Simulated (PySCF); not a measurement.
Bond stretch in Cl₂, singlet.

Computed with: RKS-TPSSh = restricted TPSSh/6-31G run with PySCF; UKS-LDA (SVWN5) = unrestricted LDA (SVWN5)/6-31G (PySCF 2.14.0); RCCSD = CCSD on RHF/6-31G, 10 core orbitals frozen run with PySCF; UKS-BHandHLYP = unrestricted BHandHLYP/6-31G run with PySCF 2.14.0; UCCSD(T) = PySCF with CCSD(T) on UHF/6-31G, 10 core orbitals frozen.

Energies are in eV, each relative to the lowest point of its own curve near equilibrium.

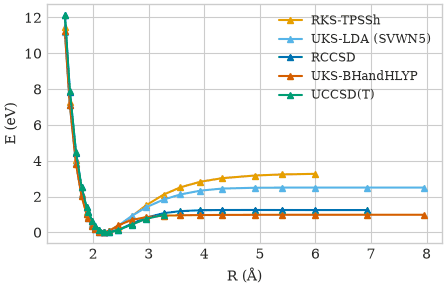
*Energy against bond length for each method.*

```
R / Å  RKS-TPSSh  UKS-LDA (SVWN5)   RCCSD  UKS-BHandHLYP  UCCSD(T)
-----  ---------  ---------------  ------  -------------  --------
1.49      11.449           11.210  12.117         11.224    12.146
1.58       7.299            7.109   7.848          7.088     7.875
1.69       4.012            3.869   4.446          3.832     4.470
1.79       2.167            2.059   2.511          2.021     2.533
1.88       1.129            1.050   1.399          1.016     1.417
1.91       0.881            0.810   1.126          0.779     1.144
1.98       0.450            0.398   0.639          0.373     0.654
2.04       0.213            0.178   0.356          0.159     0.368
2.11       0.058            0.040   0.146          0.029     0.154
2.19       0.000            0.000   0.025          0.000     0.030
2.29       0.055            0.074   0.000          0.091     0.000
2.45       0.321            0.365   0.132          0.389     0.117
2.69       0.887            0.909   0.476          0.688     0.430
2.95       1.502            1.394   0.815          0.847     0.751
3.27       2.111            1.835   1.071          0.927     0.980
3.57       2.513            2.115   1.183          0.952         —
3.93       2.825            2.327   1.232          0.964         —
4.32       3.023            2.444   1.246          0.972         —
4.91       3.173            2.488   1.247          0.977         —
5.39       3.231            2.496   1.246          0.979         —
6.00       3.267            2.498   1.244          0.979         —
6.93           —            2.499   1.243          0.980         —
7.95           —            2.500       —          0.980         —
```

At the longest distance, 7.95 Å, UKS-LDA (SVWN5) lies highest above its minimum (2.500 eV) and UKS-BHandHLYP lowest (0.980 eV).

Dashes: no converged value, or the column stops at the first point that the program doubted or that broke a chosen test of continuity, which isn't proof of a fault.

The restricted form behind RKS-TPSSh keeps the bonding electrons paired and can't separate into open-shell fragments. The unrestricted determinant behind UKS-LDA (SVWN5) is spin-contaminated at 2.69 to 7.95 Å (<S²> up to 1.0, against 0.00 for a pure singlet). The unrestricted determinant behind UKS-BHandHLYP is spin-contaminated at 2.45 to 7.95 Å (<S²> up to 1.0, against 0.00 for a pure singlet). The unrestricted determinant behind UCCSD(T) is spin-contaminated at 2.19 to 7.95 Å (<S²> up to 1.0, against 0.00 for a pure singlet).
